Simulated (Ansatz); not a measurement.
## Abstraction of Cl: SnCl4 + SiHCl2 → SnCl3 + SiHCl3

Species: SnCl4 (tin tetrachloride) `[Cl][Sn]([Cl])([Cl])[Cl]`, singlet; SiHCl2 `Cl[SiH]Cl`, doublet; SnCl3 `[Cl][Sn]([Cl])[Cl]`, doublet; SiHCl3 (trichlorosilane) `Cl[SiH](Cl)Cl`, singlet. A radical takes Cl: the energy is the difference in strength between the Sn–Cl bond broken and the Si–Cl bond made.

Shapes, held fixed at every level: PBE0-D4/def2-TZVP. Programs: Ansatz 0.2.0. Electronic energies: no zero-point or thermal term.

```json
{"level": "MP2/def2-TZVPP", "kind": "perturbation theory", "ΔE (kJ/mol)": "-111.5", "less CCSD(T)/def2-TZVPP": "-0.9"}
{"level": "HF/def2-SVP", "kind": "Hartree–Fock", "ΔE (kJ/mol)": "-101.5", "less CCSD(T)/def2-TZVPP": "+9.1"}
{"level": "BHLYP-D4/def2-TZVPP", "kind": "global hybrid", "ΔE (kJ/mol)": "-115.9", "less CCSD(T)/def2-TZVPP": "-5.3"}
{"level": "r2SCAN0-D4/def2-TZVPP", "kind": "global hybrid", "ΔE (kJ/mol)": "-114.3", "less CCSD(T)/def2-TZVPP": "-3.7"}
{"level": "B2PLYP/def2-TZVPP", "kind": "double hybrid", "ΔE (kJ/mol)": "-119.3", "less CCSD(T)/def2-TZVPP": "-8.7"}
{"level": "CCSD(T)/def2-SVP", "kind": "coupled cluster or CI", "ΔE (kJ/mol)": "-103.2", "less CCSD(T)/def2-TZVPP": "+7.4"}
{"level": "CCSD/def2-TZVPP", "kind": "coupled cluster or CI", "ΔE (kJ/mol)": "-110.7", "less CCSD(T)/def2-TZVPP": "-0.1"}
{"level": "CCSD(T)/def2-TZVPP", "kind": "coupled cluster or CI", "ΔE (kJ/mol)": "-110.6", "less CCSD(T)/def2-TZVPP": "0.0"}
```

The highest level, CCSD(T)/def2-TZVPP, gives ΔE = -110.6 kJ/mol; the levels span -119.3 to -101.5. The column of differences is taken from that level and isn't an error. No measured value is set beside it here. Open shells run unrestricted. For atoms past krypton def2 sets carry core potentials with scalar relativity. Outer-core shells of Sn are correlated in most correlated rows, in sets that cover them unevenly.

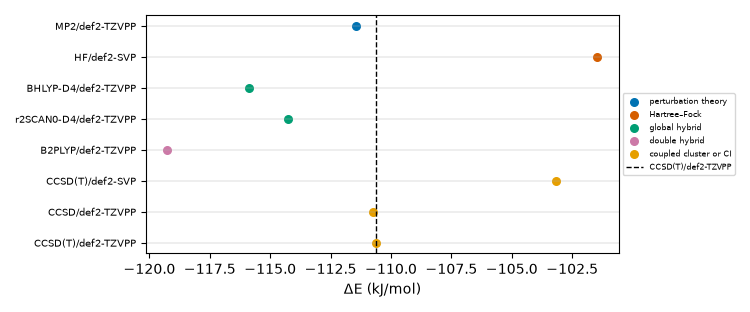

The values of the table, level by level.
